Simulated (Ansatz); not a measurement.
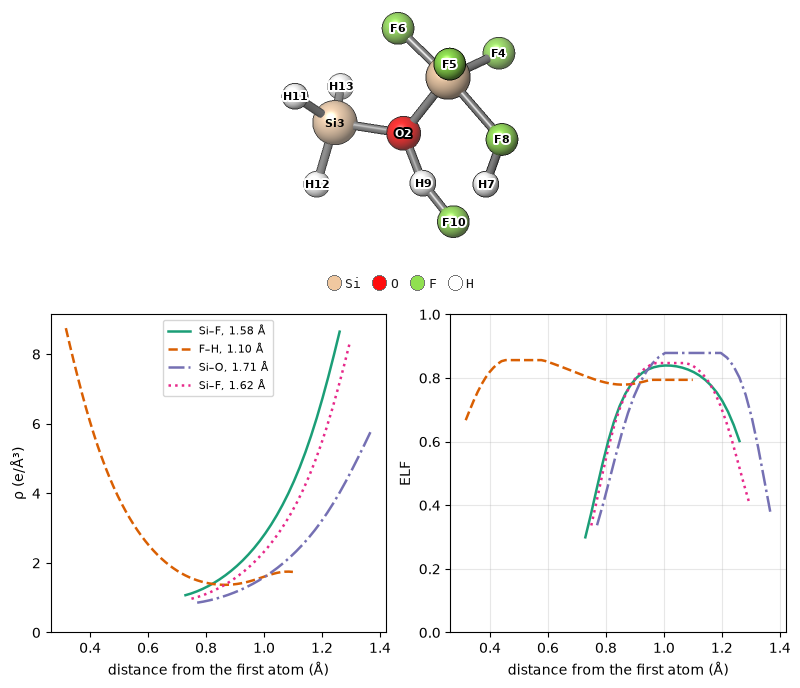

F5H5OSi2. Total electron density and electron localisation function along straight lines between neighbouring atoms. The curves leave out the atomic cores. The structure is drawn too.

A transition-state structure; geometry: PBE0-D4/def2-TZVP.

All numbers below come from RKS PBE0-D4/def2-TZVPP (Ansatz 0.2.0).

```yaml
atoms:
  - { symbol: Si, position_ang: [-0.3572, 0.0219, 1.3212] }
  - { symbol: O, position_ang: [0.1287, 0.0029, -0.3178] }
  - { symbol: Si, position_ang: [-0.8980, -0.4311, -1.6156] }
  - { symbol: F, position_ang: [-0.7835, 1.3953, 1.9669] }
  - { symbol: F, position_ang: [0.0283, -1.2013, 2.2374] }
  - { symbol: F, position_ang: [-1.8410, -0.4843, 0.9108] }
  - { symbol: H, position_ang: [2.0424, 0.6977, 0.7383] }
  - { symbol: F, position_ang: [1.4186, 0.6103, 1.6396] }
  - { symbol: H, position_ang: [1.2698, 0.3210, -0.5515] }
  - { symbol: F, position_ang: [2.3367, 0.6584, -0.4068] }
  - { symbol: H, position_ang: [-1.3137, -1.8368, -1.4615] }
  - { symbol: H, position_ang: [-0.0017, -0.2658, -2.7826] }
  - { symbol: H, position_ang: [-2.0293, 0.5118, -1.6785] }
```

Question: Compare the contacts.

Answer: Si–F (1.58 Å): ρ at the midpoint is about 1.3 e/Å³; the ELF peaks at about 0.85 in the valence shell of F, 0.6 Å from its nucleus, and is about 0.55 at the midpoint.
F–H (1.10 Å): ρ at the midpoint is about 3.1 e/Å³; the ELF peaks at about 0.85 between the atoms.
Si–O (1.71 Å): ρ at the midpoint is about 1 e/Å³; the ELF peaks at about 0.90 between the atoms: a shared but strongly polarised pair.
Si–F (1.62 Å): ρ at the midpoint is about 1.1 e/Å³; the ELF peaks at about 0.85 in the valence shell of F, 0.6 Å from its nucleus, and is about 0.60 at the midpoint.
